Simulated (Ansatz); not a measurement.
# CH₄FNSi: single points with varied inputs

Aim: run CH₄FNSi under a spread of inputs, and see what each costs and gives.

Method: the settings change from run to run; program: Ansatz 0.2.0, Gaussian basis.

### Step 1. The geometry

The structure was relaxed beforehand with PBE0-D4 in a triple-zeta def2 set.

SMILES `F[SiH]1CN1`, 8 atoms, charge 0, spin multiplicity 1.

Atoms are counted from 1 here; the program's logs count them from 0.

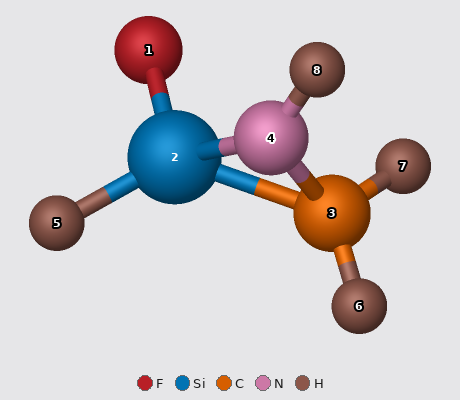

The structure; fluorine red, silicon blue, carbon orange, nitrogen pink, hydrogen brown; atoms are numbered from 1 in the order of the file.

### Step 2. B2PLYP/6-31G

Options: unrestricted orbitals.

Contents of in.yaml:

```yaml
crystal:
  periodic: [false, false, false]
  atoms:
    - {symbol: F, position_ang: [-1.889443, 1.067309, -0.264439]}
    - {symbol: Si, position_ang: [-0.421351, 0.570483, -0.635744]}
    - {symbol: C, position_ang: [0.666304, -0.021733, 0.695000]}
    - {symbol: N, position_ang: [0.098541, -0.987991, -0.317095]}
    - {symbol: H, position_ang: [-0.070480, 1.217804, -1.909001]}
    - {symbol: H, position_ang: [1.752689, 0.033168, 0.711222]}
    - {symbol: H, position_ang: [0.231663, -0.060276, 1.695099]}
    - {symbol: H, position_ang: [-0.275824, -1.875963, -0.030743]}
basis:
  gaussian: {orbitals: 6-31G}
magnetization: {spin_polarized: true, initial_magnetization: 0}
hamiltonian: {xc: {name: B2PLYP}}
```

The run is started by

```
> ansatz run in.yaml --threads 2 --pin off --events-out ev --progress --plain --max-ram 4352MiB
```

Log:

```text
Functional definition: B2PLYP
  name "B2PLYP"
  cite "Grimme, J. Chem. Phys. 124, 034108 (2006) doi:10.1063/1.2148954"
  cite "Becke, Phys. Rev. A 38, 3098 (1988) doi:10.1103/PhysRevA.38.3098"
  cite "Lee, Yang & Parr, Phys. Rev. B 37, 785 (1988) doi:10.1103/PhysRevB.37.785"
  parameter a = 0.53
  parameter c = 0.27
  exchange = (1 - a)*b88_x + a*exact_x
  correlation = (1 - c)*lyp_c + c*(mp2_os + mp2_ss)
602 factors; integrals over basis functions are off by at most 2.2e-4 eV
mean field evaluation 1: about -13165.1841 eV, gradient 3.3e1 eV
mean field evaluation 2: about -13165.1803 eV, gradient 3.3e1 eV
mean field evaluation 4: about -13169.6860 eV, gradient 2.6e0 eV
mean field evaluation 8: about -13169.7149 eV, gradient 8.4e-2 eV
mean field evaluation 16: about -13169.7149 eV, gradient 2.7e-6 eV
mean field -13169.71494727 eV, -483.9780975589 hartree, gradient 2.6e-6 eV, S^2 0.000000; 0 other end points of the search recorded, 0 dependent functions left out
8 core orbitals not correlated: weight in the atoms' cores, before any rotation towards them, 1.000 or more for the frozen orbitals, at most 0.000 for the correlated occupied ones
reference -13169.71507779 eV, -483.9781023552 hartree; 12, 12 occupied and 28, 28 virtual orbitals, 602 factors
second order -12.85450568 eV of doubles, -0.00000000 eV of singles
Total energy: -13173.18579432 eV, -484.1056488353 hartree
```

Run time: 1.1 s. Hardware: 2 threads of Arm Neoverse V2, shared host.

⟨S²⟩ 0.000.

### Step 3. PBEsol/cc-pVTZ

Set apart from the defaults: multiplicity 3, density fitting with def2-universal-jkfit, D3(BJ) with three-body dispersion.

in.yaml, as its differences from that of step 2:

```diff
@@ -12,4 +12,5 @@
 basis:
-  gaussian: {orbitals: 6-31G}
-magnetization: {spin_polarized: true, initial_magnetization: 0}
-hamiltonian: {xc: {name: B2PLYP}}
+  gaussian: {orbitals: cc-pVTZ, fitting: {mean_field: def2-universal-jkfit}}
+magnetization: {spin_polarized: true, initial_magnetization: 2}
+hamiltonian: {xc: {name: PBEsol}, dispersion: d3bjatm}
+output: {forces: true}
```

The command is unchanged.

Log (excerpt; [...] marks lines left out):

```text
Functional definition: PBEsol
  name "PBEsol"
  cite "Perdew et al., Phys. Rev. Lett. 100, 136406 (2008) doi:10.1103/PhysRevLett.100.136406"
  cite "Perdew, Burke & Ernzerhof, Phys. Rev. Lett. 77, 3865 (1996) doi:10.1103/PhysRevLett.77.3865"
  parent pbesol
[...]
429 factors; integrals over basis functions are off by at most 1.1e0 eV
[...]
mean field -13141.28486202 eV, -482.9333111963 hartree, gradient 9.1e-6 eV, S^2 2.003963; 8 other end points of the search recorded, 0 dependent functions left out
[...]
reference -13141.28490296 eV, -482.9333127010 hartree; 21, 19 occupied and 159, 161 virtual orbitals, 429 factors
Total energy: -13141.33464504 eV, -482.9351406885 hartree
Atom 0 at    -1.889443     1.067309    -0.264439 Å, force    -0.898795    -0.133998     0.868352 eV/Å
Atom 1 at    -0.421351     0.570483    -0.635744 Å, force    -1.178583     4.386094    -4.296916 eV/Å
Atom 2 at     0.666304    -0.021733     0.695000 Å, force     0.122678    -2.077780     1.404811 eV/Å
Atom 3 at     0.098541    -0.987991    -0.317095 Å, force     1.922281    -0.849729     1.361302 eV/Å
Atom 4 at    -0.070480     1.217804    -1.909001 Å, force     0.395577    -0.028066    -0.046228 eV/Å
Atom 5 at     1.752689     0.033168     0.711222 Å, force     0.500827     0.947390    -0.454083 eV/Å
Atom 6 at     0.231663    -0.060276     1.695099 Å, force     0.180819    -0.599754     0.543229 eV/Å
Atom 7 at    -0.275824    -1.875963    -0.030743 Å, force    -1.044804    -1.644157     0.619533 eV/Å
Dipole moment:     0.427898    -0.407729     0.453117 e Å
```

Wall time 9.5 s (2 threads of Arm Neoverse V2, shared host).

Largest force 6.252 eV/Å, dipole 3.58 D, ⟨S²⟩ 2.004.

### Step 4. B3LYP/aug-pcseg-2

Set apart from the defaults: atoms shaken by 0.03 Å, finite nuclei, a point charge of -1.00 e beside it.

Contents of in.yaml:

```yaml
crystal:
  periodic: [false, false, false]
  atoms:
    - {symbol: F, position_ang: [-1.872145, 1.035184, -0.315007]}
    - {symbol: Si, position_ang: [-0.430304, 0.601541, -0.618333]}
    - {symbol: C, position_ang: [0.657386, 0.006671, 0.694384]}
    - {symbol: N, position_ang: [0.106639, -0.987224, -0.283329]}
    - {symbol: H, position_ang: [-0.057423, 1.242489, -1.907600]}
    - {symbol: H, position_ang: [1.755978, 0.048154, 0.680096]}
    - {symbol: H, position_ang: [0.230137, -0.034197, 1.673063]}
    - {symbol: H, position_ang: [-0.277850, -1.893007, -0.069174]}
basis:
  gaussian: {orbitals: aug-pcseg-2, nuclear_model: gaussian, point_charges: [{charge: -1.00, position_ang: [6.599, -0.005, -0.423]}]}
hamiltonian: {xc: {name: B3LYP}}
output: {forces: true}
```

The command is unchanged.

Log (excerpt; [...] marks lines left out):

```text
Functional definition: B3LYP
  name "B3LYP"
  cite "Stephens, Devlin, Chabalowski & Frisch, J. Phys. Chem. 98, 11623 (1994) doi:10.1021/j100096a001"
  cite "Becke, Phys. Rev. A 38, 3098 (1988) doi:10.1103/PhysRevA.38.3098"
  cite "Lee, Yang & Parr, Phys. Rev. B 37, 785 (1988) doi:10.1103/PhysRevB.37.785"
  cite "Vosko, Wilk & Nusair, Can. J. Phys. 58, 1200 (1980) doi:10.1139/p80-159"
[...]
1171 factors; their error is unknown
[...]
mean field -13190.72971178 eV, -484.7503759103 hartree, gradient 6.1e-5 eV, S^2 0.000000; 0 other end points of the search recorded, 0 dependent functions left out
[...]
reference -13190.73001135 eV, -484.7503869192 hartree; 20, 20 occupied and 260, 260 virtual orbitals, 1171 factors
Total energy: -13190.73001135 eV, -484.7503869192 hartree
Atom 0 at    -1.872145     1.035184    -0.315007 Å, force    -2.511867     0.830858     0.619257 eV/Å
Atom 1 at    -0.430304     0.601541    -0.618333 Å, force     2.707920    -1.492925    -1.227324 eV/Å
Atom 2 at     0.657386     0.006671     0.694384 Å, force     1.071940    -0.177607     0.038387 eV/Å
Atom 3 at     0.106639    -0.987224    -0.283329 Å, force    -0.750465     0.643764    -1.013481 eV/Å
Atom 4 at    -0.057423     1.242489    -1.907600 Å, force    -0.097721    -0.118061     0.320025 eV/Å
Atom 5 at     1.755978     0.048154     0.680096 Å, force    -0.446848     0.149474     0.186307 eV/Å
Atom 6 at     0.230137    -0.034197     1.673063 Å, force    -0.113554     0.034957     0.773009 eV/Å
Atom 7 at    -0.277850    -1.893007    -0.069174 Å, force     0.155860     0.120443     0.293084 eV/Å
Dipole moment:     0.167320    -0.013802     0.087952 e Å
```

Wall time 7 s (2 threads of Arm Neoverse V2, shared host); peak memory 0.78 GiB.

Largest force 3.327 eV/Å, dipole 0.91 D.

### Step 5. r2SCAN0/6-31++G**

This run has D3(BJ) with three-body dispersion.

Contents of in.yaml:

```yaml
crystal:
  periodic: [false, false, false]
  atoms:
    - {symbol: F, position_ang: [-1.889443, 1.067309, -0.264439]}
    - {symbol: Si, position_ang: [-0.421351, 0.570483, -0.635744]}
    - {symbol: C, position_ang: [0.666304, -0.021733, 0.695000]}
    - {symbol: N, position_ang: [0.098541, -0.987991, -0.317095]}
    - {symbol: H, position_ang: [-0.070480, 1.217804, -1.909001]}
    - {symbol: H, position_ang: [1.752689, 0.033168, 0.711222]}
    - {symbol: H, position_ang: [0.231663, -0.060276, 1.695099]}
    - {symbol: H, position_ang: [-0.275824, -1.875963, -0.030743]}
basis:
  gaussian: {orbitals: "6-31++G**"}
hamiltonian: {xc: {name: r2SCAN0}, dispersion: d3bjatm}
```

The command is unchanged.

Log (excerpt; [...] marks lines left out):

```text
Functional definition: r2SCAN0
  name "r2SCAN0"
  cite "Bursch, Neugebauer, Ehlert & Grimme, J. Chem. Phys. 156, 134105 (2022) doi:10.1063/5.0086040"
  cite "Furness, Kaplan, Ning, Perdew & Sun, J. Phys. Chem. Lett. 11, 8208 (2020) doi:10.1021/acs.jpclett.0c02405"
  cite "Furness, Kaplan, Ning, Perdew & Sun, J. Phys. Chem. Lett. 11, 9248 (2020) doi:10.1021/acs.jpclett.0c03077"
  parent r2scan
[...]
1046 factors; their error is unknown
[...]
mean field -13182.99132733 eV, -484.4659955268 hartree, gradient 6.3e-5 eV, S^2 0.000000; 0 other end points of the search recorded, 0 dependent functions left out
reference -13182.99135273 eV, -484.4659964604 hartree; 20, 20 occupied and 84, 84 virtual orbitals, 1046 factors
Total energy: -13183.03262420 eV, -484.4675131588 hartree
```

It took 2.5 s on 2 threads of Arm Neoverse V2, shared host.

### Step 6. BLYP/STO-3G

in.yaml, as its differences from that of step 5:

```diff
@@ -12,3 +12,3 @@
 basis:
-  gaussian: {orbitals: "6-31++G**"}
-hamiltonian: {xc: {name: r2SCAN0}, dispersion: d3bjatm}
+  gaussian: {orbitals: STO-3G}
+hamiltonian: {xc: {name: BLYP}}
```

Same command.

Log:

```text
Functional definition: BLYP
  name "BLYP"
  cite "Becke, Phys. Rev. A 38, 3098 (1988) doi:10.1103/PhysRevA.38.3098"
  cite "Lee, Yang & Parr, Phys. Rev. B 37, 785 (1988) doi:10.1103/PhysRevB.37.785"
  parameter beta = 0.0042
  parameter a = 0.04918
  parameter b = 0.132
  parameter c = 0.2533
  parameter d = 0.349
  exchange = b88_x(beta = beta)
  correlation = lyp_c(a = a, b = b, c = c, d = d)
362 factors; integrals over basis functions are off by at most 3.8e-5 eV
mean field evaluation 1: about -13015.6740 eV, gradient 2.9e1 eV
mean field evaluation 2: about -13011.0319 eV, gradient 5.0e1 eV
mean field evaluation 4: about -13018.5588 eV, gradient 3.1e0 eV
mean field evaluation 8: about -13018.5251 eV, gradient 5.3e-2 eV
mean field -13018.52513983 eV, -478.4219746155 hartree, gradient 2.0e-5 eV, S^2 0.000000; 0 other end points of the search recorded, 0 dependent functions left out
reference -13018.52535856 eV, -478.4219826535 hartree; 20, 20 occupied and 8, 8 virtual orbitals, 362 factors
Total energy: -13018.52535856 eV, -478.4219826535 hartree
```

Run time: 0.4 s. Hardware: 2 threads of Arm Neoverse V2, shared host.

### Step 7. PBE-QIDH/def2-mTZVP

Set apart from the defaults: coordinates scaled by 0.96, density fitting with def2-universal-jkfit, a grid of angular degree 11.

Contents of in.yaml:

```yaml
crystal:
  periodic: [false, false, false]
  atoms:
    - {symbol: F, position_ang: [-1.813865, 1.024617, -0.253861]}
    - {symbol: Si, position_ang: [-0.404497, 0.547664, -0.610315]}
    - {symbol: C, position_ang: [0.639652, -0.020864, 0.667200]}
    - {symbol: N, position_ang: [0.094599, -0.948471, -0.304411]}
    - {symbol: H, position_ang: [-0.067661, 1.169092, -1.832641]}
    - {symbol: H, position_ang: [1.682582, 0.031841, 0.682773]}
    - {symbol: H, position_ang: [0.222396, -0.057865, 1.627295]}
    - {symbol: H, position_ang: [-0.264791, -1.800925, -0.029514]}
basis:
  gaussian: {orbitals: def2-mTZVP, fitting: {mean_field: def2-universal-jkfit}, final_grid: {core_spheres: 5, valence_spheres: 4, degree: 11}}
hamiltonian: {xc: {name: PBE-QIDH}}
```

The command is unchanged.

Log (excerpt; [...] marks lines left out):

```text
Functional definition: PBE-QIDH
  name "PBE-QIDH"
  cite "Brémond, Sancho-García, Pérez-Jiménez & Adamo, J. Chem. Phys. 141, 031101 (2014) doi:10.1063/1.4890314"
  cite "Perdew, Burke & Ernzerhof, Phys. Rev. Lett. 77, 3865 (1996) doi:10.1103/PhysRevLett.77.3865"
[...]
429 factors; integrals over basis functions are off by at most 1.6e0 eV
[...]
mean field -13169.37562090 eV, -483.9656275447 hartree, gradient 4.1e-6 eV, S^2 0.000000; 0 other end points of the search recorded, 0 dependent functions left out
8 core orbitals not correlated: weight in the atoms' cores, before any rotation towards them, 1.000 or more for the frozen orbitals, at most 0.000 for the correlated occupied ones
reference -13169.37562734 eV, -483.9656277815 hartree; 12, 12 occupied and 71, 71 virtual orbitals, 429 factors
second order -17.74710660 eV of doubles, -0.00000000 eV of singles
Total energy: -13175.29132955 eV, -484.1830258276 hartree
```

It took 0.6 s on 2 threads of Arm Neoverse V2, shared host.

### Step 8. PBE/aug-cc-pVTZ

This run has multiplicity 3, D4 dispersion.

Contents of in.yaml:

```yaml
crystal:
  periodic: [false, false, false]
  atoms:
    - {symbol: F, position_ang: [-1.889443, 1.067309, -0.264439]}
    - {symbol: Si, position_ang: [-0.421351, 0.570483, -0.635744]}
    - {symbol: C, position_ang: [0.666304, -0.021733, 0.695000]}
    - {symbol: N, position_ang: [0.098541, -0.987991, -0.317095]}
    - {symbol: H, position_ang: [-0.070480, 1.217804, -1.909001]}
    - {symbol: H, position_ang: [1.752689, 0.033168, 0.711222]}
    - {symbol: H, position_ang: [0.231663, -0.060276, 1.695099]}
    - {symbol: H, position_ang: [-0.275824, -1.875963, -0.030743]}
basis:
  gaussian: {orbitals: aug-cc-pVTZ}
magnetization: {spin_polarized: true, initial_magnetization: 2}
hamiltonian: {xc: {name: PBE}, dispersion: d4}
```

Launched as before.

Log:

```text
Functional definition: PBE
  name "PBE"
  cite "Perdew, Burke & Ernzerhof, Phys. Rev. Lett. 77, 3865 (1996) doi:10.1103/PhysRevLett.77.3865"
  parent pbe
  parameter kappa = 0.804
  parameter beta = 0.06672455060314922
  exchange = pbe_x(kappa = kappa, mu = beta*pi^2/3)
  correlation = pbe_c(beta = beta)
1198 factors; their error is unknown
mean field evaluation 1: about -13151.0945 eV, gradient 7.0e1 eV
mean field evaluation 2: about -12972.5101 eV, gradient 1.6e2 eV
mean field evaluation 4: about -13161.8308 eV, gradient 5.2e1 eV
mean field evaluation 8: about -13174.3767 eV, gradient 5.2e0 eV
mean field evaluation 16: about -13174.5736 eV, gradient 3.2e-2 eV
mean field evaluation 32: about -13174.5736 eV, gradient 1.6e-4 eV
mean field evaluation 64: about -13174.3912 eV, gradient 3.1e-1 eV
mean field -13174.57357884 eV, -484.1566489756 hartree, gradient 6.2e-6 eV, S^2 2.004117; 8 other end points of the search recorded, 0 dependent functions left out
reference -13174.57365140 eV, -484.1566516423 hartree; 21, 19 occupied and 259, 261 virtual orbitals, 1198 factors
Total energy: -13174.71151358 eV, -484.1617179840 hartree
```

Run time: 22 s. Hardware: 2 threads of Arm Neoverse V2, shared host; peak memory 0.69 GiB.

⟨S²⟩ 2.004.

### Step 9. SVWN5/ANO-RCC-VTZP

Options: charge +1, multiplicity 2, atoms shaken by 0.15 Å, relativity set to none.

Contents of in.yaml:

```yaml
crystal:
  periodic: [false, false, false]
  atoms:
    - {symbol: F, position_ang: [-2.012354, 1.255989, -0.342457]}
    - {symbol: Si, position_ang: [-0.232284, 0.685396, -0.539953]}
    - {symbol: C, position_ang: [0.767905, 0.192951, 0.599943]}
    - {symbol: N, position_ang: [-0.160790, -0.712006, -0.299533]}
    - {symbol: H, position_ang: [-0.057544, 0.974808, -2.372415]}
    - {symbol: H, position_ang: [1.805339, 0.243359, 0.675867]}
    - {symbol: H, position_ang: [0.147149, 0.270800, 1.609055]}
    - {symbol: H, position_ang: [-0.197279, -1.677822, 0.000216]}
basis:
  gaussian: {orbitals: ANO-RCC-VTZP}
total_charge: 1
magnetization: {spin_polarized: true, initial_magnetization: 1}
hamiltonian: {xc: {name: SVWN5}, pseudopotentials: {relativity: none}}
```

The command is unchanged.

Log (excerpt; [...] marks lines left out):

```text
Functional definition: SVWN5
  name "SVWN5"
  cite "Dirac, Proc. Camb. Phil. Soc. 26, 376 (1930) doi:10.1017/S0305004100016108"
  cite "Slater, Phys. Rev. 81, 385 (1951) doi:10.1103/PhysRev.81.385"
  cite "Vosko, Wilk & Nusair, Can. J. Phys. 58, 1200 (1980) doi:10.1139/p80-159"
[...]
1234 factors; their error is unknown
[...]
mean field -13100.72560127 eV, -481.4427858560 hartree, gradient 1.4e-5 eV, S^2 0.754758; 3 other end points of the search recorded, 0 dependent functions left out
reference -13100.72565707 eV, -481.4427879066 hartree; 20, 19 occupied and 160, 161 virtual orbitals, 1234 factors
WARN: the results are in doubt because the basis set is contracted for relativity, which is off
Total energy: -13100.72565707 eV, -481.4427879066 hartree
In doubt: the basis set is contracted for relativity, which is off
```

It took 4.8 s on 2 threads of Arm Neoverse V2, shared host.

⟨S²⟩ 0.755. The log holds a warning on this run.

### Step 10. PBE0-DH/cc-pVTZ

Set apart from the defaults: high accuracy.

Contents of in.yaml:

```yaml
crystal:
  periodic: [false, false, false]
  atoms:
    - {symbol: F, position_ang: [-1.889443, 1.067309, -0.264439]}
    - {symbol: Si, position_ang: [-0.421351, 0.570483, -0.635744]}
    - {symbol: C, position_ang: [0.666304, -0.021733, 0.695000]}
    - {symbol: N, position_ang: [0.098541, -0.987991, -0.317095]}
    - {symbol: H, position_ang: [-0.070480, 1.217804, -1.909001]}
    - {symbol: H, position_ang: [1.752689, 0.033168, 0.711222]}
    - {symbol: H, position_ang: [0.231663, -0.060276, 1.695099]}
    - {symbol: H, position_ang: [-0.275824, -1.875963, -0.030743]}
basis:
  gaussian: {orbitals: cc-pVTZ}
hamiltonian: {xc: {name: PBE0-DH}}
accuracy: high
output: {forces: true}
```

Launched as before.

Log (excerpt; [...] marks lines left out):

```text
Functional definition: PBE0-DH
  name "PBE0-DH"
  cite "Brémond & Adamo, J. Chem. Phys. 135, 024106 (2011) doi:10.1063/1.3604569"
  cite "Perdew, Burke & Ernzerhof, Phys. Rev. Lett. 77, 3865 (1996) doi:10.1103/PhysRevLett.77.3865"
[...]
3149 factors; integrals over basis functions are off by at most 3.5e-9 eV
[...]
mean field -13177.11690221 eV, -484.2501143857 hartree, gradient 1.6e-8 eV, S^2 0.000000; 0 other end points of the search recorded, 0 dependent functions left out
8 core orbitals not correlated: weight in the atoms' cores, before any rotation towards them, 1.000 or more for the frozen orbitals, at most 0.000 for the correlated occupied ones
reference -13177.11690407 eV, -484.2501144538 hartree; 12, 12 occupied and 160, 160 virtual orbitals, 3149 factors
second order -24.60931665 eV of doubles, -0.00000000 eV of singles
[...]
Total energy: -13180.19306865 eV, -484.3631614171 hartree
Atom 0 at    -1.889443     1.067309    -0.264439 Å, force    -0.017297     0.003446     0.007090 eV/Å
Atom 1 at    -0.421351     0.570483    -0.635744 Å, force     0.033101     0.051603    -0.075980 eV/Å
Atom 2 at     0.666304    -0.021733     0.695000 Å, force     0.052597    -0.038834     0.082529 eV/Å
Atom 3 at     0.098541    -0.987991    -0.317095 Å, force    -0.003336    -0.166197     0.125347 eV/Å
Atom 4 at    -0.070480     1.217804    -1.909001 Å, force    -0.021137    -0.024127     0.067266 eV/Å
Atom 5 at     1.752689     0.033168     0.711222 Å, force    -0.165415    -0.017783    -0.012707 eV/Å
Atom 6 at     0.231663    -0.060276     1.695099 Å, force     0.055587    -0.005374    -0.150320 eV/Å
Atom 7 at    -0.275824    -1.875963    -0.030743 Å, force     0.065900     0.197266    -0.043225 eV/Å
Dipole moment:     0.076541    -0.077863     0.052663 e Å
```

It took 34 s on 2 threads of Arm Neoverse V2, shared host; peak memory 0.91 GiB.

Largest force 0.212 eV/Å, dipole 0.58 D.

### Step 11. All runs side by side

```tsv
level	charge	multiplicity	geometry	functions	energy (eV)	time
B2PLYP/6-31G	0	1	relaxed	48	-13173.186	1.1 s
PBEsol/cc-pVTZ	0	3	relaxed	180	-13141.335	9.5 s
B3LYP/aug-pcseg-2	0	1	shaken, point charge	280	-13190.730	7 s
r2SCAN0/6-31++G**	0	1	relaxed	104	-13183.033	2.5 s
BLYP/STO-3G	0	1	relaxed	28	-13018.525	0.4 s
PBE-QIDH/def2-mTZVP	0	1	scaled	91	-13175.291	0.6 s
PBE/aug-cc-pVTZ	0	3	relaxed	280	-13174.712	22 s
SVWN5/ANO-RCC-VTZP	1	2	shaken	180	-13100.726	4.8 s
PBE0-DH/cc-pVTZ	0	1	relaxed	180	-13180.193	34 s
```

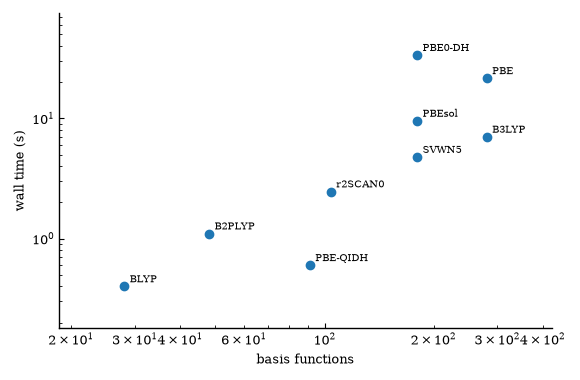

Wall time against the number of basis functions (shared host).

### Step 12. What came out

| quantity | value |
| --- | --- |
| runs | 9 |
| quickest | BLYP/STO-3G, 0.4 s |
| slowest | PBE0-DH/cc-pVTZ, 34 s |
| spread of total energies, same state and geometry | 164.5 eV |

What this shows: PBE0-DH/cc-pVTZ took 84 times as long as BLYP/STO-3G. The jobs differ in tasks and options as well as level. Total energies at one charge and spin differ by 165 eV between levels, so only differences within one level mean anything. At the PBE0-D4/def2-TZVP geometry and in the same state, runs without warnings or point charges leave forces up to 0.21 eV/Å (PBE0-DH/cc-pVTZ).
